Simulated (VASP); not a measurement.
Band structure of Ge (diamond). Method: LDA (Ceperley-Alder, Perdew-Zunger), VASP's LDA PAW potentials (set 64) (plane waves; VASP).

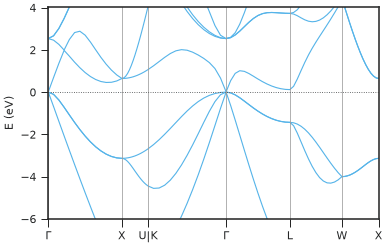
*Bands along high-symmetry lines, zero at the valence-band maximum or, without a gap, the Fermi level*

### Question
Read the plot: is there a gap, and where are the band edges?

### Answer
The gap is direct, 0.01 eV, from the valence maximum at Γ to the conduction minimum at Γ. (Edges off the drawn lines would not show.)

Measured: gap 0.79 eV (computed value off by -0.78 eV), as given by Anna Miglio et al., npj Computational Materials (2020), arXiv:2011.12765 [measured zero-point renormalisation of 52 meV added back].

The compound is Ge in the diamond structure. It was relaxed first.
